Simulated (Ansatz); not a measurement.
**MgSe: response to strain**

The parent structure is MgSe in the rock salt structure (space group Fm-3m, No. 225; a = 5.4722 Å). Axes: x, y, z lie along the cube axes.

Strains are applied to the cell and any free atomic positions relax; under biaxial strain the out-of-plane vector relaxes too.

Method: r2SCAN, PAW, 500 eV (Ansatz, a quantum-chemistry and plane-wave program; scalar-relativistic without spin-orbit coupling).

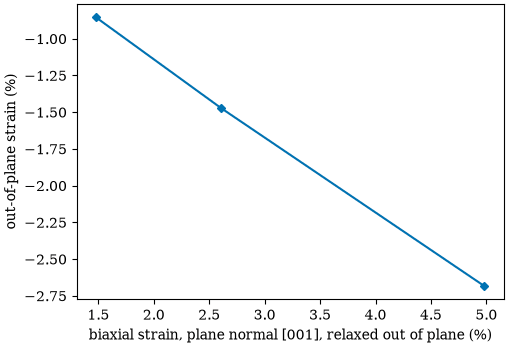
Out-of-plane strain against biaxial strain, plane normal [001], relaxed out of plane

Problem. From the plot, what is the out-of-plane strain for biaxial strain +2.61 %, plane normal [001], relaxed out of plane?

Solution. About -1.5 %.

Problem. Is the trend monotonic over the range shown?

Solution. Yes, it falls throughout, spanning -2.68 % to -0.86 %.

Whether these cells are dynamically stable was not tested.
